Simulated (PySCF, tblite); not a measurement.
# C₂H₄O₃, a complex of two parts: NMR shifts, interaction energy, infrared bands, spin-spin couplings and core binding energies, part 2 of 3

tblite 0.8.0 and PySCF 2.14.0. Atoms count from 0, parts from 1.

## 5. Counterpoise and decomposition: wB97M-D3(BJ)/def2-TZVPD

What the job is given:

```
{"job": {"kind": "inter", "xc": "wB97M-D3(BJ)", "basis": "def2-TZVPD", "pairs": false}, "charge": 0, "multiplicity": 1, "parts": [{"atoms": "0-2", "charge": 0, "multiplicity": 1}, {"atoms": "3-8", "charge": 0, "multiplicity": 1}]}
O     -0.966704    -0.240789    -0.355622
C      0.155515    -0.014566    -0.165409
O      1.262823     0.243396     0.062242
C     -0.191405    -2.645311    -2.641111
O      0.799886    -1.785711    -2.130203
H     -1.160980    -2.178376    -2.427020
H     -0.103692    -2.778081    -3.732491
H     -0.171615    -3.636393    -2.157300
H      1.671988    -2.138277    -2.318526
```

With the program's defaults for keys left out, this is: wB97M-D3(BJ)/def2-TZVPD interaction energy, counterpoise and uncorrected, gas phase.

The log of the run:

```text
part 1, own basis, geometry of the cluster
coarse grid: 15544 points
cycle   1  E = -188.5647151580  dE =  6.309e-01  |g| = 8.905e-01  |ddm| = 1.625e+00
cycle   2  E = -188.5083372991  dE =  5.638e-02  |g| = 1.145e+00  |ddm| = 1.002e+00
cycle   3  E = -188.7155675226  dE = -2.072e-01  |g| = 3.933e-02  |ddm| = 4.981e-01
cycle   4  E = -188.7158510772  dE = -2.836e-04  |g| = 1.232e-02  |ddm| = 4.071e-02
cycle   5  E = -188.7158860128  dE = -3.494e-05  |g| = 2.889e-03  |ddm| = 8.130e-03
cycle   6  E = -188.7158881534  dE = -2.141e-06  |g| = 1.540e-03  |ddm| = 2.901e-03
final grid: 33624 points
cycle   7  E = -188.7158733937  dE =  4.345e-07  |g| = 2.351e-03  |ddm| = 1.828e-03
cycle   8  E = -188.7158720386  dE =  1.355e-06  |g| = 3.708e-03  |ddm| = 2.564e-03
cycle   9  E = -188.7158743179  dE = -2.279e-06  |g| = 4.158e-05  |ddm| = 1.569e-03
cycle  10  E = -188.7158743185  dE = -5.826e-10  |g| = 2.875e-05  |ddm| = 5.687e-05
converged SCF energy = -188.7158743185

part 2, own basis, geometry of the cluster
coarse grid: 20248 points
cycle   1  E = -115.7311471838  dE =  6.815e-02  |g| = 5.649e-01  |ddm| = 1.530e+00
cycle   2  E = -115.7256368100  dE =  5.510e-03  |g| = 6.317e-01  |ddm| = 6.647e-01
cycle   3  E = -115.7901087263  dE = -6.447e-02  |g| = 2.841e-02  |ddm| = 2.820e-01
cycle   4  E = -115.7902664248  dE = -1.577e-04  |g| = 6.698e-03  |ddm| = 3.259e-02
cycle   5  E = -115.7902790604  dE = -1.264e-05  |g| = 1.469e-03  |ddm| = 1.014e-02
cycle   6  E = -115.7902796572  dE = -5.968e-07  |g| = 5.680e-04  |ddm| = 2.219e-03
final grid: 43904 points
cycle   7  E = -115.7902608688  dE = -7.353e-08  |g| = 4.654e-04  |ddm| = 2.187e-03
cycle   8  E = -115.7902608920  dE = -2.313e-08  |g| = 3.476e-04  |ddm| = 5.742e-04
cycle   9  E = -115.7902609181  dE = -2.611e-08  |g| = 1.752e-05  |ddm| = 2.097e-04
cycle  10  E = -115.7902609182  dE = -1.025e-10  |g| = 1.435e-05  |ddm| = 4.942e-05
converged SCF energy = -115.7902609182

part 1, own basis, relaxed alone
coarse grid: 15544 points
cycle   1  E = -188.5651255244  dE =  6.317e-01  |g| = 8.901e-01  |ddm| = 1.626e+00
cycle   2  E = -188.5091348597  dE =  5.599e-02  |g| = 1.144e+00  |ddm| = 1.002e+00
cycle   3  E = -188.7157517513  dE = -2.066e-01  |g| = 3.926e-02  |ddm| = 4.979e-01
cycle   4  E = -188.7160344213  dE = -2.827e-04  |g| = 1.227e-02  |ddm| = 4.081e-02
cycle   5  E = -188.7160692908  dE = -3.487e-05  |g| = 2.647e-03  |ddm| = 8.068e-03
cycle   6  E = -188.7160715666  dE = -2.276e-06  |g| = 4.306e-04  |ddm| = 2.751e-03
final grid: 33624 points
cycle   7  E = -188.7160592179  dE = -9.983e-08  |g| = 1.918e-04  |ddm| = 8.040e-04
cycle   8  E = -188.7160592276  dE = -9.672e-09  |g| = 1.434e-04  |ddm| = 1.922e-04
cycle   9  E = -188.7160592306  dE = -3.016e-09  |g| = 4.012e-05  |ddm| = 8.068e-05
cycle  10  E = -188.7160592311  dE = -5.017e-10  |g| = 1.831e-05  |ddm| = 3.476e-05
converged SCF energy = -188.7160592311

part 2, own basis, relaxed alone
coarse grid: 20248 points
cycle   1  E = -115.7313918947  dE =  7.120e-02  |g| = 5.636e-01  |ddm| = 1.531e+00
cycle   2  E = -115.7261895051  dE =  5.202e-03  |g| = 6.291e-01  |ddm| = 6.639e-01
cycle   3  E = -115.7900702847  dE = -6.388e-02  |g| = 2.852e-02  |ddm| = 2.810e-01
cycle   4  E = -115.7902284973  dE = -1.582e-04  |g| = 6.696e-03  |ddm| = 3.254e-02
cycle   5  E = -115.7902411086  dE = -1.261e-05  |g| = 1.490e-03  |ddm| = 1.019e-02
cycle   6  E = -115.7902417142  dE = -6.056e-07  |g| = 5.701e-04  |ddm| = 2.216e-03
final grid: 43904 points
cycle   7  E = -115.7902249876  dE = -7.140e-08  |g| = 4.654e-04  |ddm| = 2.341e-03
cycle   8  E = -115.7902250106  dE = -2.302e-08  |g| = 3.465e-04  |ddm| = 5.832e-04
cycle   9  E = -115.7902250367  dE = -2.607e-08  |g| = 1.533e-05  |ddm| = 2.046e-04
cycle  10  E = -115.7902250368  dE = -9.044e-11  |g| = 1.328e-05  |ddm| = 4.519e-05
converged SCF energy = -115.7902250368

cluster
final grid: 77528 points
cycle   1  E = -304.5096657901  dE = -1.706e-03  |g| = 1.906e-02  |ddm| = 3.956e-01
cycle   2  E = -304.5097851462  dE = -1.194e-04  |g| = 1.444e-02  |ddm| = 6.206e-02
cycle   3  E = -304.5098229133  dE = -3.777e-05  |g| = 5.080e-03  |ddm| = 1.059e-02
cycle   4  E = -304.5098300470  dE = -7.134e-06  |g| = 1.336e-03  |ddm| = 7.584e-03
cycle   5  E = -304.5098305513  dE = -5.043e-07  |g| = 7.604e-04  |ddm| = 2.157e-03
cycle   6  E = -304.5098306540  dE = -1.026e-07  |g| = 1.397e-04  |ddm| = 4.695e-04
cycle   7  E = -304.5098306603  dE = -6.354e-09  |g| = 3.832e-05  |ddm| = 3.331e-04
cycle   8  E = -304.5098306609  dE = -5.482e-10  |g| = 1.234e-05  |ddm| = 9.412e-05
converged SCF energy = -304.5098306609

part 1 in the basis of the cluster
final grid: 77528 points
cycle   1  E = -188.7159052045  dE = -3.082e-05  |g| = 9.336e-04  |ddm| = 1.688e-01
cycle   2  E = -188.7159055995  dE = -3.950e-07  |g| = 1.309e-04  |ddm| = 1.856e-02
cycle   3  E = -188.7159056085  dE = -8.998e-09  |g| = 4.371e-05  |ddm| = 2.630e-03
cycle   4  E = -188.7159056088  dE = -2.848e-10  |g| = 1.740e-05  |ddm| = 7.024e-05
converged SCF energy = -188.7159056088

part 2 in the basis of the cluster
final grid: 77528 points
cycle   1  E = -115.7903308225  dE = -7.042e-05  |g| = 1.664e-03  |ddm| = 3.312e-01
cycle   2  E = -115.7903324842  dE = -1.662e-06  |g| = 3.066e-04  |ddm| = 4.452e-02
cycle   3  E = -115.7903325478  dE = -6.365e-08  |g| = 1.420e-04  |ddm| = 7.877e-03
cycle   4  E = -115.7903325513  dE = -3.453e-09  |g| = 3.236e-05  |ddm| = 2.634e-04
cycle   5  E = -115.7903325516  dE = -3.261e-10  |g| = 5.663e-06  |ddm| = 2.152e-04
converged SCF energy = -115.7903325516

Interaction energy (kcal/mol)
  counterpoise       -3.430
  uncorrected        -3.495
  dispersion part    -1.176
  deformation         0.095
  binding            -3.336

Decomposition of the uncorrected value (kcal/mol)
  electrostatic      -5.280
  Pauli               4.134
  orbital            -1.174
  dispersion         -1.176

Charge of each part in the cluster: -0.008 0.008
```

It took 57 s on 1 thread of Arm Neoverse V1, shared host; peak memory 0.64 GiB.

Contacts at this geometry (a selection, picked against the atoms' radii; other short pairs can be missing):

```
  atoms  distance (Å)  kind (by distance and angle)  angle (°)
C1···O4          2.72  inside the van der Waals sum          –
```

The decomposition goes in steps from the parts' own densities: electrostatics between them unchanged, then the rise on making their orbitals orthogonal (called Pauli here; it holds the exchange-correlation between the parts too, so it can be small or negative at long range), then orbital relaxation, then the dispersion term. Charges of the parts share the cluster's density out in proportion to the parts' own densities.

The SCF energies in the log hold no dispersion term; the tabulated energies do.

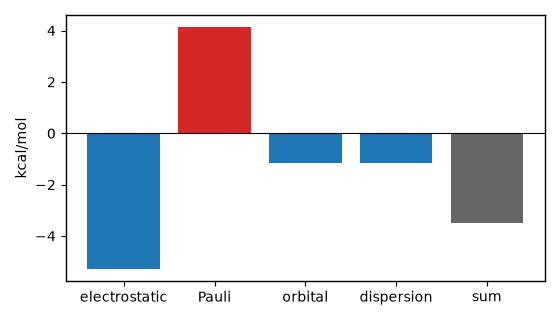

The terms of the uncorrected interaction energy.

The parts:

```
part  SMILES  deformation (kcal/mol)  HOMO alone (eV)  charge in the cluster (e)
   1   O=C=O                    0.12           -13.16                     -0.008
   2      CO                   -0.02           -10.52                      0.008
```

A deformation below zero shows that the part was relaxed at another level.

## 6. Counterpoise and decomposition: PBE0-D3(BJ)/def2-TZVPD

What the job is given:

```
{"job": {"kind": "inter", "xc": "PBE0", "basis": "def2-TZVPD", "disp": "d3bj"}, "charge": 0, "multiplicity": 1, "parts": [{"atoms": "0-2", "charge": 0, "multiplicity": 1}, {"atoms": "3-8", "charge": 0, "multiplicity": 1}]}
O     -0.966704    -0.240789    -0.355622
C      0.155515    -0.014566    -0.165409
O      1.262823     0.243396     0.062242
C     -0.191405    -2.645311    -2.641111
O      0.799886    -1.785711    -2.130203
H     -1.160980    -2.178376    -2.427020
H     -0.103692    -2.778081    -3.732491
H     -0.171615    -3.636393    -2.157300
H      1.671988    -2.138277    -2.318526
```

Level: PBE0-D3(BJ)/def2-TZVPD interaction energy, counterpoise and uncorrected, gas phase.

The log of the run:

```text
part 1, own basis, geometry of the cluster
coarse grid: 3264 points
cycle   1  E = -188.3413803870  dE =  6.357e-01  |g| = 8.431e-01  |ddm| = 1.641e+00
cycle   2  E = -188.0998399489  dE =  2.415e-01  |g| = 1.477e+00  |ddm| = 1.072e+00
cycle   3  E = -188.4668302425  dE = -3.670e-01  |g| = 2.707e-02  |ddm| = 6.458e-01
cycle   4  E = -188.4669295712  dE = -9.933e-05  |g| = 1.149e-02  |ddm| = 2.897e-02
cycle   5  E = -188.4669521508  dE = -2.258e-05  |g| = 4.367e-03  |ddm| = 7.983e-03
cycle   6  E = -188.4669535622  dE = -1.411e-06  |g| = 3.278e-03  |ddm| = 3.272e-03
cycle   7  E = -188.4669554918  dE = -1.930e-06  |g| = 1.772e-04  |ddm| = 1.523e-03
final grid: 33624 points
cycle   8  E = -188.4670421496  dE = -4.249e-06  |g| = 9.789e-03  |ddm| = 3.627e-02
cycle   9  E = -188.4670142731  dE =  2.788e-05  |g| = 1.622e-02  |ddm| = 1.024e-02
cycle  10  E = -188.4670571658  dE = -4.289e-05  |g| = 4.297e-04  |ddm| = 6.791e-03
cycle  11  E = -188.4670571960  dE = -3.026e-08  |g| = 1.773e-04  |ddm| = 3.170e-04
cycle  12  E = -188.4670571995  dE = -3.415e-09  |g| = 1.117e-04  |ddm| = 1.244e-04
cycle  13  E = -188.4670572017  dE = -2.275e-09  |g| = 2.123e-06  |ddm| = 5.154e-05
cycle  14  E = -188.4670572017  dE = -1.052e-12  |g| = 3.885e-07  |ddm| = 2.134e-06
converged SCF energy = -188.4670572017

part 2, own basis, geometry of the cluster
coarse grid: 4656 points
cycle   1  E = -115.5787347196  dE =  5.946e-02  |g| = 5.877e-01  |ddm| = 1.555e+00
cycle   2  E = -115.4899628426  dE =  8.877e-02  |g| = 9.177e-01  |ddm| = 8.431e-01
cycle   3  E = -115.6415533289  dE = -1.516e-01  |g| = 4.559e-02  |ddm| = 4.755e-01
cycle   4  E = -115.6418833384  dE = -3.300e-04  |g| = 1.820e-02  |ddm| = 3.318e-02
cycle   5  E = -115.6419544067  dE = -7.107e-05  |g| = 4.953e-03  |ddm| = 1.220e-02
cycle   6  E = -115.6419596534  dE = -5.247e-06  |g| = 3.216e-04  |ddm| = 3.568e-03
final grid: 43904 points
cycle   7  E = -115.6393259993  dE = -2.399e-05  |g| = 7.100e-03  |ddm| = 7.733e-02
cycle   8  E = -115.6393186103  dE =  7.389e-06  |g| = 9.594e-03  |ddm| = 8.331e-03
cycle   9  E = -115.6393353350  dE = -1.672e-05  |g| = 8.731e-04  |ddm| = 4.423e-03
cycle  10  E = -115.6393354792  dE = -1.442e-07  |g| = 1.461e-04  |ddm| = 5.614e-04
cycle  11  E = -115.6393354837  dE = -4.531e-09  |g| = 1.698e-05  |ddm| = 1.129e-04
cycle  12  E = -115.6393354837  dE = -4.977e-11  |g| = 2.181e-06  |ddm| = 1.926e-05
converged SCF energy = -115.6393354837

part 1, own basis, relaxed alone
coarse grid: 3264 points
cycle   1  E = -188.3416511509  dE =  6.362e-01  |g| = 8.423e-01  |ddm| = 1.642e+00
cycle   2  E = -188.1014343298  dE =  2.402e-01  |g| = 1.474e+00  |ddm| = 1.073e+00
cycle   3  E = -188.4667649719  dE = -3.653e-01  |g| = 2.695e-02  |ddm| = 6.462e-01
cycle   4  E = -188.4668649733  dE = -1.000e-04  |g| = 1.108e-02  |ddm| = 2.900e-02
cycle   5  E = -188.4668887020  dE = -2.373e-05  |g| = 1.800e-03  |ddm| = 7.476e-03
cycle   6  E = -188.4668891713  dE = -4.694e-07  |g| = 2.124e-04  |ddm| = 1.166e-03
final grid: 33624 points
cycle   7  E = -188.4672293633  dE = -4.517e-06  |g| = 1.023e-02  |ddm| = 3.492e-02
cycle   8  E = -188.4671987728  dE =  3.059e-05  |g| = 1.699e-02  |ddm| = 1.059e-02
cycle   9  E = -188.4672458428  dE = -4.707e-05  |g| = 3.896e-04  |ddm| = 7.111e-03
cycle  10  E = -188.4672458719  dE = -2.916e-08  |g| = 6.189e-05  |ddm| = 2.838e-04
cycle  11  E = -188.4672458725  dE = -5.641e-10  |g| = 2.994e-05  |ddm| = 4.228e-05
converged SCF energy = -188.4672458725

part 2, own basis, relaxed alone
coarse grid: 4656 points
cycle   1  E = -115.5793670996  dE =  6.211e-02  |g| = 5.865e-01  |ddm| = 1.557e+00
cycle   2  E = -115.4914576938  dE =  8.791e-02  |g| = 9.144e-01  |ddm| = 8.422e-01
cycle   3  E = -115.6419369477  dE = -1.505e-01  |g| = 4.541e-02  |ddm| = 4.748e-01
cycle   4  E = -115.6422645716  dE = -3.276e-04  |g| = 1.802e-02  |ddm| = 3.324e-02
cycle   5  E = -115.6423340052  dE = -6.943e-05  |g| = 4.967e-03  |ddm| = 1.212e-02
cycle   6  E = -115.6423392865  dE = -5.281e-06  |g| = 3.238e-04  |ddm| = 3.597e-03
final grid: 43904 points
cycle   7  E = -115.6393353203  dE = -2.428e-05  |g| = 6.955e-03  |ddm| = 5.867e-02
cycle   8  E = -115.6393283809  dE =  6.939e-06  |g| = 9.336e-03  |ddm| = 7.588e-03
cycle   9  E = -115.6393442325  dE = -1.585e-05  |g| = 8.579e-04  |ddm| = 4.320e-03
cycle  10  E = -115.6393443704  dE = -1.379e-07  |g| = 1.519e-04  |ddm| = 5.555e-04
cycle  11  E = -115.6393443754  dE = -4.912e-09  |g| = 1.662e-05  |ddm| = 9.272e-05
cycle  12  E = -115.6393443754  dE = -4.891e-11  |g| = 2.440e-06  |ddm| = 1.567e-05
converged SCF energy = -115.6393443754

cluster
final grid: 77528 points
cycle   1  E = -304.1101643065  dE = -1.891e-03  |g| = 2.296e-02  |ddm| = 3.849e-01
cycle   2  E = -304.1100861569  dE =  7.815e-05  |g| = 3.316e-02  |ddm| = 3.877e-02
cycle   3  E = -304.1102745852  dE = -1.884e-04  |g| = 5.159e-03  |ddm| = 1.678e-02
cycle   4  E = -304.1102780880  dE = -3.503e-06  |g| = 2.315e-03  |ddm| = 3.304e-03
cycle   5  E = -304.1102788771  dE = -7.892e-07  |g| = 1.082e-03  |ddm| = 1.562e-03
cycle   6  E = -304.1102790910  dE = -2.138e-07  |g| = 1.292e-04  |ddm| = 7.078e-04
cycle   7  E = -304.1102790943  dE = -3.368e-09  |g| = 3.248e-05  |ddm| = 1.048e-04
cycle   8  E = -304.1102790945  dE = -2.191e-10  |g| = 8.533e-06  |ddm| = 2.297e-05
converged SCF energy = -304.1102790945

part 1 in the basis of the cluster
final grid: 77528 points
cycle   1  E = -188.4670900255  dE = -3.269e-05  |g| = 3.263e-04  |ddm| = 1.717e-01
cycle   2  E = -188.4670900719  dE = -4.639e-08  |g| = 5.240e-05  |ddm| = 6.195e-03
cycle   3  E = -188.4670900713  dE =  5.624e-10  |g| = 8.297e-05  |ddm| = 2.814e-04
cycle   4  E = -188.4670900724  dE = -1.111e-09  |g| = 7.182e-06  |ddm| = 3.723e-05
cycle   5  E = -188.4670900724  dE = -4.775e-12  |g| = 5.099e-06  |ddm| = 5.555e-06
converged SCF energy = -188.4670900724

part 2 in the basis of the cluster
final grid: 77528 points
cycle   1  E = -115.6393954189  dE = -6.029e-05  |g| = 5.646e-04  |ddm| = 3.014e-01
cycle   2  E = -115.6393955735  dE = -1.546e-07  |g| = 2.162e-04  |ddm| = 1.294e-02
cycle   3  E = -115.6393955733  dE =  1.611e-10  |g| = 2.291e-04  |ddm| = 6.779e-04
cycle   4  E = -115.6393955821  dE = -8.777e-09  |g| = 2.082e-05  |ddm| = 1.932e-04
cycle   5  E = -115.6393955822  dE = -8.492e-11  |g| = 3.819e-06  |ddm| = 1.863e-05
converged SCF energy = -115.6393955822

Interaction energy (kcal/mol)
  counterpoise       -3.287
  uncorrected        -3.346
  dispersion part    -0.907
  deformation         0.124
  binding            -3.163

Decomposition of the uncorrected value (kcal/mol)
  electrostatic      -4.931
  Pauli               3.751
  orbital            -1.259
  dispersion         -0.907

Charge of each part in the cluster: -0.009 0.009
```

It took 27 s on 1 thread of Arm Neoverse V1, shared host; peak memory 0.64 GiB.

Counterpoise interaction energy: -3.29 kcal/mol.

## 7. Harmonic vibrations: PBE0-D3(BJ)/def2-SVPD

What the job is given:

```
{"job": {"kind": "irdft", "xc": "PBE0", "basis": "def2-SVPD", "disp": "d3bj", "grid": 2}, "charge": 0, "multiplicity": 1, "parts": [{"atoms": "0-2", "charge": 0, "multiplicity": 1}, {"atoms": "3-8", "charge": 0, "multiplicity": 1}]}
O     -0.966704    -0.240789    -0.355622
C      0.155515    -0.014566    -0.165409
O      1.262823     0.243396     0.062242
C     -0.191405    -2.645311    -2.641111
O      0.799886    -1.785711    -2.130203
H     -1.160980    -2.178376    -2.427020
H     -0.103692    -2.778081    -3.732491
H     -0.171615    -3.636393    -2.157300
H      1.671988    -2.138277    -2.318526
```

Level: PBE0-D3(BJ)/def2-SVPD harmonic vibrations by differences of gradients, gas phase.

The log of the run:

```text
coarse grid: 7912 points
cycle   1  E = -303.5511690011  dE =  6.630e-01  |g| = 9.462e-01  |ddm| = 3.480e+00
cycle   2  E = -303.2793968775  dE =  2.718e-01  |g| = 1.562e+00  |ddm| = 1.865e+00
cycle   3  E = -303.7190564126  dE = -4.397e-01  |g| = 5.185e-02  |ddm| = 1.226e+00
cycle   4  E = -303.7193397382  dE = -2.833e-04  |g| = 3.818e-02  |ddm| = 6.852e-02
cycle   5  E = -303.7196038105  dE = -2.641e-04  |g| = 7.988e-03  |ddm| = 3.047e-02
cycle   6  E = -303.7196140311  dE = -1.022e-05  |g| = 3.203e-03  |ddm| = 7.392e-03
cycle   7  E = -303.7196157283  dE = -1.697e-06  |g| = 1.469e-03  |ddm| = 3.234e-03
final grid: 77528 points
cycle   8  E = -303.7789309599  dE = -7.839e-06  |g| = 1.225e-02  |ddm| = 4.910e-02
cycle   9  E = -303.7788851086  dE =  4.585e-05  |g| = 2.013e-02  |ddm| = 2.370e-02
cycle  10  E = -303.7789575472  dE = -7.244e-05  |g| = 2.466e-03  |ddm| = 1.510e-02
cycle  11  E = -303.7789587139  dE = -1.167e-06  |g| = 4.918e-04  |ddm| = 2.030e-03
cycle  12  E = -303.7789587605  dE = -4.667e-08  |g| = 1.108e-04  |ddm| = 4.551e-04
cycle  13  E = -303.7789587627  dE = -2.138e-09  |g| = 4.166e-05  |ddm| = 1.144e-04
cycle  14  E = -303.7789587630  dE = -2.997e-10  |g| = 1.144e-05  |ddm| = 3.402e-05
converged SCF energy = -303.7789587630

mode    cm-1     km/mol
  1      46.1      6.82
  2      66.3      2.35
  3      76.3      9.02
  4     102.0      1.19
  5     154.7      0.93
  6     316.9    111.96
  7     662.5     66.30
  8     688.9     30.82
  9    1067.4     63.48
 10    1116.6     60.85
 11    1175.0      0.42
 12    1348.5     21.69
 13    1409.6      0.80
 14    1451.6      1.51
 15    1470.7      4.71
 16    1482.9      6.62
 17    2497.4    665.19
 18    3018.9     61.49
 19    3091.4     39.66
 20    3157.0     12.58
 21    3920.8     50.56
```

Wall time 7.6 min (1 thread of Arm Neoverse V1, shared host); peak memory 0.67 GiB.

The strongest bands and the atoms that carry them:

```
cm⁻¹  km/mol                      atoms
 317   112.0                    H8 79 %
 662    66.3  C1 71 %, O0 14 %, O2 14 %
1067    63.5  H8 39 %, H5 28 %, H6 11 %
1117    60.9           C3 46 %, O4 42 %
2497   665.2  C1 73 %, O2 14 %, O0 13 %
3019    61.5  H7 44 %, H6 42 %, H5 11 %
```

Strongest bands of the parts alone (cm⁻¹, km/mol): part 1: 685 (33), 685 (33), 2501 (717); part 2: 297 (114), 1064 (69), 3010 (64).

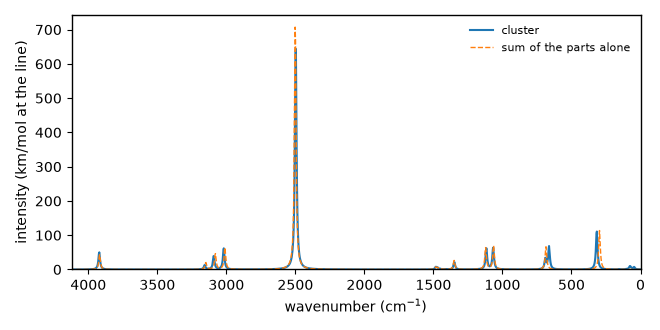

Infrared spectrum, unscaled, lines 14 cm⁻¹ wide, with the parts alone dashed.

On forming the cluster at 298.15 K and 1 atm (harmonic, kcal/mol): zero-point energy +0.68, all enthalpy terms beyond the electronic energy +0.97, −TΔS +7.26.

(Continued in part 3 of 3.)
